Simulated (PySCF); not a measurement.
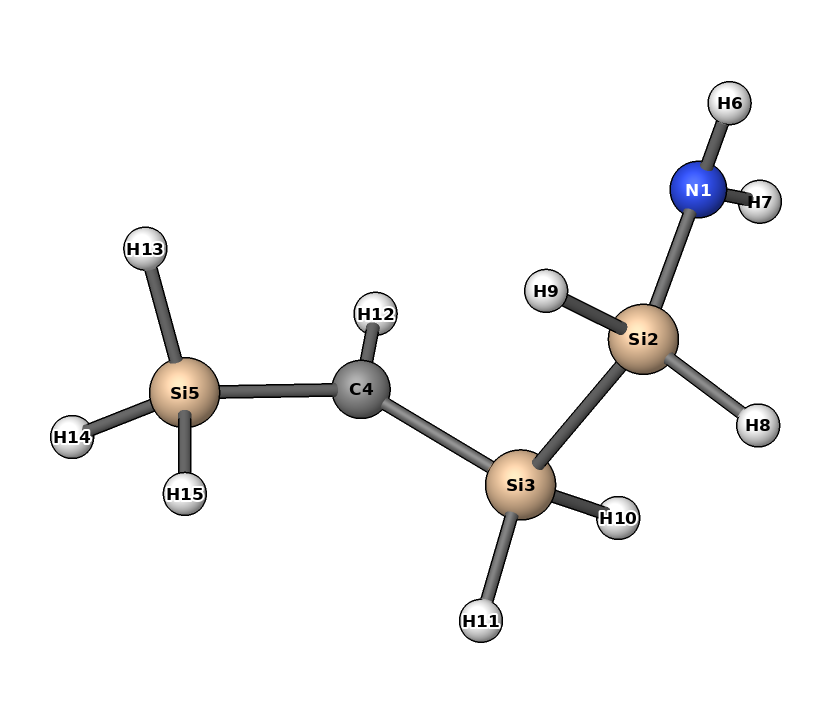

The questions are on Mulliken spin populations. State: neutral, doublet. Computed geometry: PBE0-D3(BJ)/def2-SVP optimisation. No frequency run is at hand to confirm it as a minimum. Method: UKS B3LYP, IGLO-III on C N Si, pcH-1 on H, non-relativistic (PySCF 2.14.0).

Which atom carries the largest spin population?

Answer. C4 (0.93 e).

Which atom has the lowest spin population?

Answer. Si3, H12 (−0.04 e); a negative value comes from spin polarisation.

List the Mulliken spin populations.

```tsv
atom	value (e)
N1	0.00
Si2	0.06
Si3	−0.04
C4	0.93
Si5	−0.03
H6	0.00
H7	0.00
H8	0.01
H9	0.00
H10	0.02
H11	0.01
H12	−0.04
H13	0.03
H14	0.03
H15	0.00
```

Mulliken values depend strongly on the basis set.
